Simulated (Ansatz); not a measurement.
# FHOS2W: what the fields show

Input file:

```
crystal:
  periodic: [false, false, false]
  atoms:
    - symbol: F
      position_ang: [-0.699897, 0.048643, 1.992683]
    - symbol: O
      position_ang: [-0.740554, 0.803367, -1.018994]
    - symbol: S
      position_ang: [0.450589, -2.095753, -0.163470]
    - symbol: S
      position_ang: [2.091807, 0.846656, 0.523103]
    - symbol: W
      position_ang: [0.175961, -0.055841, 0.357018]
    - symbol: H
      position_ang: [-1.235806, 0.388928, -1.736439]
basis:
  gaussian: {orbitals: def2-TZVPD}
output: {forces: true, orbitals: {seedname: orbitals}}
hamiltonian: {xc: {name: PBE0}}
```

Command:

```sh
ansatz run input.yaml --threads 2 --pin off --max-ram 5220MiB --events-out events.jsonl --progress --plain --runs-dir runs
```

Geometry: PBE0-D4/def2-SVP; core potentials replace the inner electrons of W.

All numbers below come from isolated molecule in a Gaussian basis; Kohn-Sham density functional theory, functional PBE0 in Ansatz.

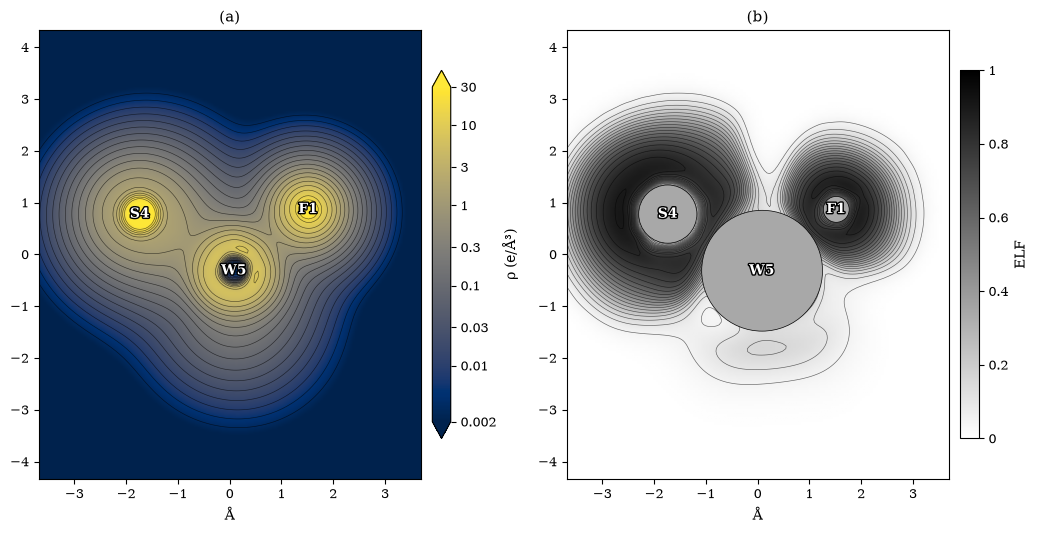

Figure 1. (a) electron density; (b) ELF on the plane of atoms F1, W5 and S4. Grey discs cover the atomic cores in the ELF map.

Question: What does the map show?

Answer: The section cuts through F, S and W sites.
W–F (1.86 Å): ρ is about 1.1 e/Å³ halfway; the ELF peaks at about 0.80 in the valence shell of F, 0.5 Å from its nucleus, and drops to about 0.20 between the two atoms.
W–S (2.12 Å): ρ is about 1.1 e/Å³ halfway; the ELF peaks at about 0.75 in the valence shell of S, 0.8 Å from its nucleus, and is about 0.50 at the midpoint.

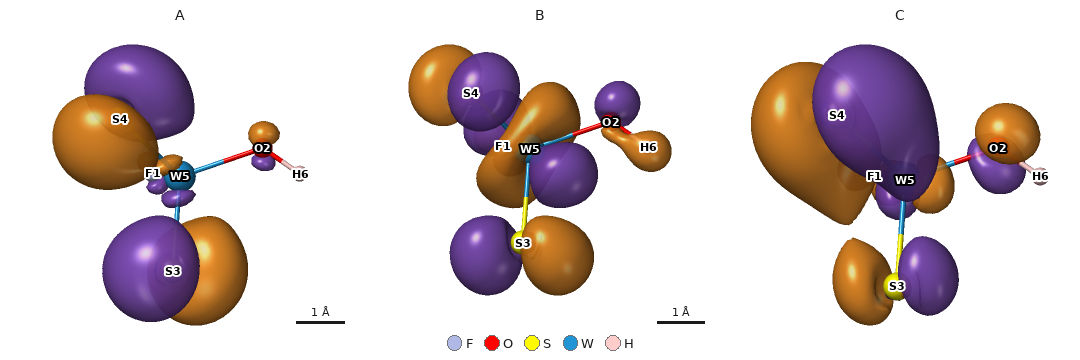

Figure 2. Three frontier orbitals at ±0.1 Å⁻³ᐟ² (orange and purple are the two phases), in no order.

Question: Which picture is the HOMO−1, the HOMO and the LUMO?

Answer: C is the HOMO−1 (−8.40 eV). It lies mainly on S4 (about 65 %), W5 (about 20 %), S3 (about 10 %) and O2 (about 5 %). A is the HOMO (−7.51 eV). By Hirshfeld shares it lies mainly on S4 (about 45 %), S3 (about 40 %) and W5 (about 10 %); largely a combination of lone pairs on S4 and S3. B is the LUMO (−2.93 eV). By Hirshfeld shares it lies mainly on W5 (about 50 %), S3 (about 25 %) and S4 (about 15 %).

Question: What is the HOMO–LUMO gap?

Answer: 4.58 eV between the orbital energies.

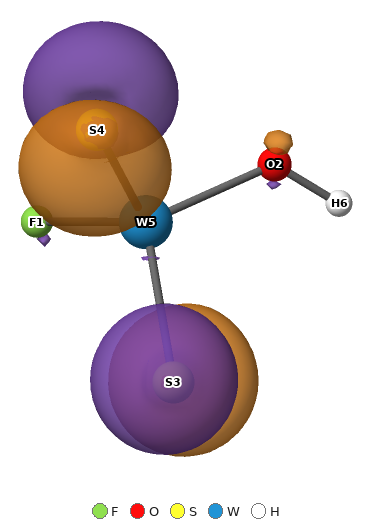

Figure 3. The HOMO at ±0.15 Å⁻³ᐟ² (orange and purple are the two phases), seen at a tilt.

Question: What is the character of this orbital?

Answer: It lies mainly on S4 (about 45 %), S3 (about 40 %) and W5 (about 10 %); largely a combination of lone pairs on S4 and S3. Its energy is −7.51 eV.
